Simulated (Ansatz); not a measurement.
## Run report: C$_{2}$H$_{9}$BSSi, nudged elastic band (part 2 of 2)

The same run, continued: C$_{2}$H$_{9}$BSSi; RKS r2SCAN-D4/6-31G* (Ansatz 0.2.0). The run did not end well. One setting was made poor on purpose. It belongs to a series of runs on one base structure; here: band between the two ends.

Geometry of the input (Å):
```
B  -0.7095  -1.2535  1.5861
C  0.5682  -1.1654  0.7269
Si 0.5398  0.5395  -0.1079
C  -1.0450  0.8326  -1.0679
S  2.2669  0.5166  -1.4082
H  -0.7229  -0.8293  2.7101
H  -1.7340  -1.6742  1.1186
H  0.6102  -1.8907  -0.0977
H  1.5047  -1.1831  1.3008
H  0.7095  1.6133  0.9130
H  -1.9057  0.8871  -0.3876
H  -1.2264  0.0177  -1.7790
H  -1.0059  1.7716  -1.6335
H  2.1369  1.7886  -1.8449
```

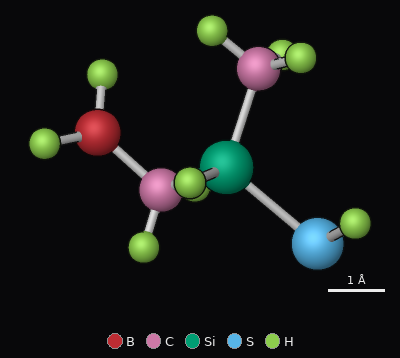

Fig. 1: The starting structure (ball-and-stick view, seen at a tilt).

```
Unfinished report: {"positions_ang":[[-0.8930558008406156,-1.31970044085045,1.878873554400417],[0.28128137024904637,-1.0953799748540696,0.9256631569911328],[0.21105304733517694,0.7648665063904917,0.32924809345153067],[-1.065258208133127,0.7545085201983194,-1.1317759817527848],[2.6286538077381296,1.122833045331261,-1.5669283751365022],[-0.8712782109950578,-0.8510827914063265,2.991011565683261],[-1.846553257362836,-1.9369324168507949,1.487050386073876],[0.21344832725436996,-1.648949670623611,-0.02586862918570418],[1.3026044856877526,-1.1439997110052933,1.3315127644989366],[1.6723513504955057,0.7600183838132576,-0.4718763199371435],[-2.0725172327511507,0.4511046564704783,-0.7889410075675901],[-0.7020725673358609,0.008695802917050337,-1.8482818523628213],[-1.0737276363630042,1.7555962120533428,-1.601664839763657],[2.2019695450216714,2.3492218684163437,-1.4794215053929511]],"unchecked":["starts","cluster_reference","orbital_swaps","neighbouring_geometries","increment"],"mean_field":{"relativity":"none","state":{"energy":{"ev":-21602.902272986943,"hartree":-793.8920155591867},"converged":true,"gradient_ev":0.000022939563017869283,"stability":{"kind":"minimum","curvature_ev":35.88006237343199},"curvature_floor_ev":0.00030000000000000003,"spin_squared":-7.105427357601002e-15},"others":[],"fillings":{"estimated":0,"unestimated":0,"tried":0,"untried":0,"excluded_magnetic_sites":0},"n_dropped_functions":0,"n_trapped_functions":0,"passes":{"evaluations":5,"products":32},"factors":{"origin":"density fitting in generated functions","count":1295,"bound_ev":null},"gradient_stop_ev":0.00009,"reference_kind":"stationary","functional":{"name":"r2SCAN","citations":["Furness, Kaplan, Ning, Perdew & Sun, J. Phys. Chem. Lett. 11, 8208 (2020) doi:10.1021/acs.jpclett.0c02405","Furness, Kaplan, Ning, Perdew & Sun, J. Phys. Chem. Lett. 11, 9248 (2020) doi:10.1021/acs.jpclett.0c03077"],"text":"name \"r2SCAN\"\ncite \"Furness, Kaplan, Ning, Perdew & Sun, J. Phys. Chem. Lett. 11, 8208 (2020) doi:10.1021/acs.jpclett.0c02405\"\ncite \"Furness, Kaplan, Ning, Perdew & Sun, J. Phys. Chem. Lett. 11, 9248 (2020) doi:10.1021/acs.jpclett.0c03077\"\nparent r2scan\nparameter k0 = 0.174\nparameter k1 = 0.065\nparameter a1 = 4.9479\nexchange = r2scan_x(k0 = k0, k1 = k1, a1 = a1)\ncorrelation = r2scan_c\n","parameters":{"a1":{"value":4.9479,"default":4.9479},"k0":{"value":0.174,"default":0.174},"k1":{"value":0.065,"default":0.065}},"final_grid":{"core_spheres":27.0,"valence_spheres":18.0,"degree":36.0},"final_grid_parameter_source":"default","radial_points_factor":1.0,"radial_grid_error_ev":0.00004202825166463307,"grid_sensitivity":"normal","grid_sensitivity_ratio":0.004213694444324409},"unsmoothed_excess_ev":-9.821619897519219e-6,"symmetry":{"irreps":["A"],"axes":[[0.9988588844195092,0.02817100585348711,0.03856583261666143],[-0.027377387715405693,0.9994055256587131,-0.020954090882491137],[-0.039133204035625625,0.01987434809079633,0.9990363369917392]],"occupied":[{"A":28},{"A":28}]},"density_repulsion":{"missed_ev":0.00011054216867700854,"excess_ev":0.00011054216867700854,"most_excess_ev":0.0007279999999999999,"are_drawn_again":false,"n_first_factors":1295,"energy_change_ev":0.0,"n_dropped_ends":0},"direct_passes":"host"},"factors":{"origin":"density fitting in generated functions","count":1295,"bound_ev":null},"n_frozen":0,"n_occupied":[28,28],"n_virtual":[73,73],"reference":{"ev":-21602.902272986943,"hartree":-793.8920155591867},"dispersion":{"energy":{"ev":-0.08443996683275573,"hartree":-0.003103111545638562},"switches_in_reach":[]},"total":{"ev":-21602.986712953774,"hartree":-793.8951186707322},"forces_ev_per_angstrom":[[0.12362131251402125,-0.21647861204354613,0.1854426014695961],[0.04120306081172471,0.3015296632805247,-0.8200572072490055],[-1.2660845318656324,-0.3247719071481834,0.24730458105580316],[0.34074886339164545,0.1482597285518151,0.8276480104602948],[0.4002084886509226,-1.7138594076181717,-0.2076967414424662],[-0.07952578404548716,-0.11515665651228305,-0.08592794179510704],[-0.1287365570801946,0.1836365474149219,0.08623599443878201],[0.026497317089469813,-0.203816816084584,0.20666546759902912],[-0.17512036979264622,0.04116767912215967,0.23604198033700927],[1.3184246010895448,0.8205732036940874,-0.40805480916342834],[0.2046238030304857,0.18441891073973316,-0.23672927490182089],[-0.14233736023033722,-0.014412410684423352,-0.19499797430806748],[-0.23104373919508944,-0.41380689037760676,0.04121080147054041],[-0.4324791043791817,1.3227169676830859,0.12291451202316196]],"charge_distribution":{"dipole_moment_e_ang":[-0.19353161408623698,0.10564339880741286,-0.11242064317623424],"mulliken_charges_e":[0.06655607030716126,-0.6924466144727734,0.460009755526384,-0.7762122774470859,-0.17447668730533294,-0.007197686402050429,-0.005820967022231782,0.2033318527135235,0.21989656131117763,-0.06112297283619461,0.20521159410761225,0.21723756864504395,0.20071400292625508,0.14431979994850574],"lowdin_charges_e":[-0.1452265927593661,-0.44380949020462435,0.26391441896173795,-0.5681774462936495,-0.10932496694265481,0.02808075419192868,0.024818839977761686,0.17046670750062665,0.18272250242877663,0.04467195799959445,0.16174463632575364,0.161956437655001,0.1528914128786305,0.07527082828048759]},"n_threads":2,"memory_gib":2.556818182580173,"seconds":{"hamiltonian":3.149846155,"orbitals":0.0,"second_order":0.0,"solver_start":0.0,"cycles":0.0,"cycle":0.0,"perturbative":0.0,"full_ci_increment":0.0,"forces":0.0}}
this run last wrote the band of iteration 6 to [file]
Error: NEB band did not converge after 6 iterations: max|band force component| = 3.65e0 eV/Å (threshold 3.0e-2); raise `neb.max_iterations` in a new run, which can start from the last band evaluated (`neb.initial_path`, with `crystal.atoms` and `neb.final_atoms` set to its first and last images), add images, or start from endpoints closer to local minima. Where this run's directory can be resumed (`checkpoint.write`), a resume goes on for up to `neb.max_iterations` more; to start a new run from the last band, take its images' positions from the `neb_iteration` event of iteration 6 (`data.images[].positions_ang`), in the event stream of the run that computed that iteration (not this run's, if it was resumed behind it). With `checkpoint.write`, `steps/00-neb/state/checkpoint.json` in the run directory holds the last saved band, under `neb.evaluated.images[].positions_ang` (a band under a hybrid functional on support functions is neither saved nor resumed: `neb.initial_path` says where its path is): check the last entry of `neb.iterations` there, which is earlier than 6 if that iteration was not saved or its write failed. If the band's step has no `state` directory and holds `state.next`, a write was cut short, and the file is under `state.next` instead (behind a loss of power it can be under `state.prev`)
this run wrote the band of iteration 6 to [file] as well, whether or not its events were kept: a new run's `neb.initial_path` can list its `images[].positions_ang`
a run's events are kept only if it was started with --events-out <file>, and are in that file
```

### The last band as extended XYZ (Å, eV, eV/Å)
```
14
Properties=species:S:1:pos:R:3:forces:R:3 image=0 energy=-21606.52764
B    -0.7095   -1.2535    1.5861   -0.0101   0.0151  -0.0098
C     0.5682   -1.1654    0.7269    0.0001  -0.0022   0.0050
Si    0.5398    0.5395   -0.1079    0.0005  -0.0009   0.0047
C    -1.0450    0.8326   -1.0679    0.0059   0.0045  -0.0015
S     2.2669    0.5166   -1.4082   -0.0045  -0.0004  -0.0008
H    -0.7229   -0.8293    2.7101   -0.0013  -0.0053  -0.0040
H    -1.7340   -1.6742    1.1186    0.0148  -0.0018   0.0101
H     0.6102   -1.8907   -0.0977    0.0001   0.0014  -0.0024
H     1.5047   -1.1831    1.3008   -0.0012  -0.0017  -0.0030
H     0.7095    1.6133    0.9130   -0.0052  -0.0045  -0.0011
H    -1.9057    0.8871   -0.3876    0.0022   0.0002   0.0012
H    -1.2264    0.0177   -1.7790    0.0009  -0.0010   0.0005
H    -1.0059    1.7716   -1.6335   -0.0015  -0.0018  -0.0004
H     2.1369    1.7886   -1.8449   -0.0007  -0.0018   0.0016
14
Properties=species:S:1:pos:R:3:forces:R:3 image=1 energy=-21606.19024
B    -0.7823   -1.2103    1.6957    0.1586  -0.2339  -0.0514
C     0.4505   -1.1311    0.7454    0.1594   0.1560  -0.0724
Si    0.5709    0.5176   -0.1913    0.1077  -0.0616  -0.0351
C    -1.0430    0.7996   -1.1067    0.0204  -0.0197   0.1164
S     2.0980    0.6893   -1.7333    0.1490  -0.3236  -0.1697
H    -0.7793   -0.7399    2.8028    0.1009   0.1263  -0.1120
H    -1.7618   -1.8207    1.3627   -0.0679   0.1381  -0.0912
H     0.4189   -1.8993   -0.0355    0.0226  -0.1995  -0.0098
H     1.3934   -1.2008    1.3097    0.0010  -0.0016  -0.0763
H     1.1933    1.5061    0.7035   -0.5530   0.4285   0.4995
H    -1.9580    0.5379   -0.5573    0.0933   0.1098   0.0423
H    -0.9506    0.1039   -1.9536   -0.1853   0.0563  -0.0516
H    -1.1285    1.8081   -1.5250   -0.0400  -0.0064   0.0077
H     2.2655    2.0102   -1.4886    0.0334  -0.1685   0.0037
14
Properties=species:S:1:pos:R:3:forces:R:3 image=2 energy=-21603.72651
B    -0.8664   -1.2650    1.8385    0.2984  -0.1695  -0.2126
C     0.3254   -1.0754    0.8479    0.2254   0.2637  -0.5391
Si    0.4654    0.5874   -0.0872   -0.8027  -1.1856  -0.4175
C    -1.0626    0.7856   -1.1400    0.2174   0.0687  -0.1215
S     2.2070    0.9405   -1.7065   -0.2774  -0.8911  -1.2869
H    -0.8268   -0.9016    2.9822    0.1055   0.0971  -0.0689
H    -1.8335   -1.8733    1.4725   -0.1440   0.1773  -0.0437
H     0.2334   -1.7405   -0.0187    0.0164  -0.5510   0.1113
H     1.3128   -1.1937    1.3239   -0.1375   0.0061  -0.0170
H     1.7078    1.1419    0.1881    0.9031   2.1708   2.7116
H    -2.0329    0.4664   -0.7272    0.3049   0.1992   0.1280
H    -0.7484    0.0579   -1.9062   -0.4355   0.1423  -0.2616
H    -1.1087    1.7716   -1.6092   -0.1949  -0.0503  -0.0934
H     2.2145    2.2690   -1.4295   -0.0791  -0.2776   0.1113
14
Properties=species:S:1:pos:R:3:forces:R:3 image=3 energy=-21602.98670
B    -0.8931   -1.3197    1.8789    0.1236  -0.2165   0.1854
C     0.2813   -1.0954    0.9257    0.0412   0.3015  -0.8201
Si    0.2111    0.7649    0.3292   -1.2661  -0.3248   0.2473
C    -1.0653    0.7545   -1.1318    0.3407   0.1483   0.8276
S     2.6287    1.1228   -1.5669    0.4002  -1.7139  -0.2077
H    -0.8713   -0.8511    2.9910   -0.0795  -0.1152  -0.0859
H    -1.8466   -1.9369    1.4870   -0.1287   0.1836   0.0862
H     0.2134   -1.6489   -0.0259    0.0265  -0.2038   0.2067
H     1.3026   -1.1440    1.3315   -0.1751   0.0412   0.2360
H     1.6724    0.7600   -0.4719    1.3184   0.8206  -0.4081
H    -2.0725    0.4511   -0.7889    0.2046   0.1844  -0.2367
H    -0.7021    0.0087   -1.8483   -0.1423  -0.0144  -0.1950
H    -1.0737    1.7556   -1.6017   -0.2310  -0.4138   0.0412
H     2.2020    2.3492   -1.4794   -0.4325   1.3227   0.1229
14
Properties=species:S:1:pos:R:3:forces:R:3 image=4 energy=-21603.26535
B    -0.8434   -1.3011    1.8082    0.5620  -0.7920   0.0664
C     0.3233   -1.0234    0.8282   -0.5610   0.3683  -0.1988
Si   -0.0165    0.9268    0.5966   -0.0395  -0.1244  -0.1335
C    -1.0031    0.8057   -1.0708    0.8859   0.2773   0.0964
S     2.6323    1.1647   -1.0730    1.8047  -1.1842   1.0116
H    -0.7677   -0.8957    2.9473   -0.1865   0.0207  -0.2421
H    -1.7919   -1.9741    1.4615    0.0672   0.3907   0.0714
H     0.3396   -1.5923   -0.1159   -0.0826   0.1064   0.1995
H     1.3039   -1.0171    1.3163    0.0722   0.0352   0.2547
H     1.6282    0.2995   -1.0490   -0.5498  -0.3943  -0.4102
H    -2.0161    0.6154   -0.7262   -0.5969  -0.1717   0.1373
H    -0.7410    0.0222   -1.7948   -0.0265  -0.0207   0.0761
H    -1.0281    1.7763   -1.5772   -0.0741   0.0393  -0.1120
H     1.9676    2.1640   -1.5226   -1.2751   1.4495  -0.8169
14
Properties=species:S:1:pos:R:3:forces:R:3 image=5 energy=-21603.28664
B    -0.7822   -1.3326    1.7938    0.5608  -0.4821  -0.2928
C     0.3605   -1.0195    0.7840   -0.5575  -0.0988   0.4422
Si   -0.0926    0.9121    0.6045    0.1878   0.1088  -1.1015
C    -1.1640    0.8471   -1.0322    0.1691  -0.2153   0.1350
S     2.1288    1.0478   -0.6664   -0.5313   2.4001   4.8378
H    -0.6827   -0.9349    2.9328   -0.1352  -0.0891  -0.1887
H    -1.7671   -1.9454    1.4356    0.0927   0.3005   0.1318
H     0.3775   -1.5784   -0.1617   -0.1216   0.0947   0.0582
H     1.3532   -1.0174    1.2598   -0.0692   0.1018   0.1251
H     2.3251    0.2981   -1.6015    0.5769  -3.2868  -4.0803
H    -2.1731    0.7002   -0.6414   -0.4734  -0.0654   0.1029
H    -1.0185    0.0273   -1.7772    0.1880   0.5182   0.4065
H    -1.2016    1.8322   -1.5270    0.1281  -0.2300  -0.0414
H     2.3236    2.1343   -1.3745   -0.0152   0.9434  -0.5347
14
Properties=species:S:1:pos:R:3:forces:R:3 image=6 energy=-21603.87944
B    -0.8546   -1.3813    1.6384    0.0078  -0.0035  -0.0030
C     0.4531   -0.9753    0.9469   -0.0029  -0.0085   0.0047
Si    0.2554    0.9704    0.5932   -0.0018  -0.0026  -0.0031
C    -1.0674    0.8960   -0.8077   -0.0012  -0.0039   0.0008
S     2.1864    0.9191   -0.9341    0.0052  -0.0072   0.0099
H    -1.0176   -1.1865    2.8155    0.0004   0.0011  -0.0124
H    -1.7764   -1.8278    1.0055    0.0084   0.0070   0.0054
H     0.6174   -1.4901   -0.0102   -0.0016   0.0055   0.0120
H     1.3363   -1.0422    1.5971   -0.0111   0.0014  -0.0089
H     1.9192    0.2827   -2.1116   -0.0038  -0.0041  -0.0036
H    -2.0539    0.8168   -0.3242    0.0025   0.0007  -0.0022
H    -0.9780    0.0332   -1.4838   -0.0007   0.0026   0.0028
H    -1.0905    1.8158   -1.4074    0.0005   0.0001   0.0019
H     2.0574    2.1401   -1.4888   -0.0017   0.0114  -0.0042
```

### Outcome

```tsv
quantity	value
outcome	not converged
barrier, forward (band not converged)	3.541 eV
barrier, backward	0.893 eV
hardware	2 threads of AMD EPYC (Zen 3), 24 GiB of memory available, shared host
wall time	1.7 min (CPU time 3.3 min)
peak memory	0.2 GiB
```

### What went wrong

The run did not converge: “NEB band did not converge after 6 iterations: max|band force component| = 3.65e0 eV/Å (threshold 3.0e-2); raise `neb.max_iterations` in a new run, which can start from the last band evaluated (`neb.initial_path`, with `crystal.atoms` and `neb.final_atoms` set to its first and last images), add images, or start from endpoints closer to local minima …” Its last values are not results. A deliberately poor setting: few iterations.
